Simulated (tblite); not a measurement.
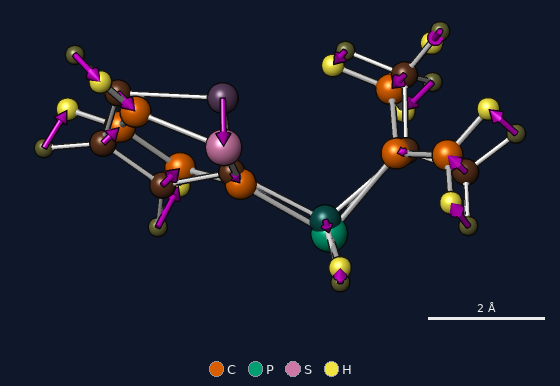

This is a relaxation of C$_{7}$H$_{9}$PS. The starting structure is drawn faded, the final one solid; purple arrows show the displacements, at their true length. The two geometries are superimposed by the best rigid fit.

The picture is a ball-and-stick view, seen at a tilt.

Method: GFN2-xTB geometry optimisation, gas phase (tblite 0.8.0). 

### Describe the change and its energy.

Over 129 geometry steps the energy falls by 126.0 kJ/mol. The largest move after the best rigid fit is that of an H atom, 0.92 Å. By element the largest moves are H 0.92 Å, S 0.88 Å, C 0.51 Å, P 0.27 Å. Among the contacts that change: C–S 1.882 → 1.716 Å, C–S 1.862 → 1.741 Å, C–C 1.337 → 1.411 Å, H–P 1.447 → 1.399 Å. Among the angles between lasting bonds that change: C–P–H 111.0° → 95.3°, C–P–C 110.5° → 97.7°, C–P–H 107.5° → 94.8°. Groups turn about C–P by about 35°, C–C by about 25°.
